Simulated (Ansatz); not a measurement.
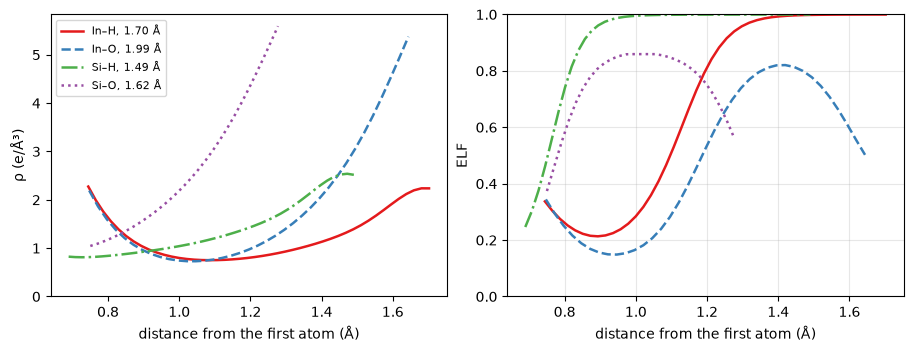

H₅InOSi (SMILES [SiH3][O][InH2]). Electron density and ELF along straight lines between neighbouring atoms. The curves leave out the atomic cores.

Geometry: PBE0-D4/def2-TZVP; core potentials replace the inner electrons of In.

These are results of RKS PBE0-D4/def2-TZVPP (Ansatz 0.2.0), not measurements.

Input file:

```
crystal:
  periodic: [false, false, false]
  atoms:
    - {symbol: Si, position_ang: [-0.753017, 1.124268, -0.423602]}
    - {symbol: O, position_ang: [0.586498, 0.344762, 0.055142]}
    - {symbol: In, position_ang: [1.131673, -1.494713, 0.592678]}
    - {symbol: H, position_ang: [-1.935625, 0.210434, -0.485378]}
    - {symbol: H, position_ang: [-0.565358, 1.712285, -1.780280]}
    - {symbol: H, position_ang: [-1.085680, 2.230219, 0.518632]}
    - {symbol: H, position_ang: [2.789725, -1.527857, 0.974429]}
    - {symbol: H, position_ang: [-0.168215, -2.599408, 0.548388]}
basis:
  gaussian: {orbitals: def2-TZVPP}
hamiltonian: {xc: pbe0, dispersion: d4}
output: {orbitals: {seedname: orbitals}}
```

Run with:

```sh
ansatz run in.yaml --threads 2 --pin off --events-out ev --progress --plain --max-ram 32768MiB --backend cpu
```

Q: What can be read from the curves?

A: In–H (1.70 Å): ρ is about 1.3 e/Å³ halfway; the ELF climbs to about 1 towards the hydrogen.
In–O (1.99 Å): ρ is about 0.74 e/Å³ halfway; the ELF peaks at about 0.80 in the valence shell of O, 0.6 Å from its nucleus, and drops to about 0.15 between the two atoms.
Si–H (1.49 Å): ρ at the midpoint is about 0.81 e/Å³; the ELF climbs to about 1 towards the hydrogen.
Si–O (1.62 Å): the density is about 1.2 e/Å³ at the midpoint; the ELF peaks at about 0.85 between the atoms; a short, strongly polar bond.
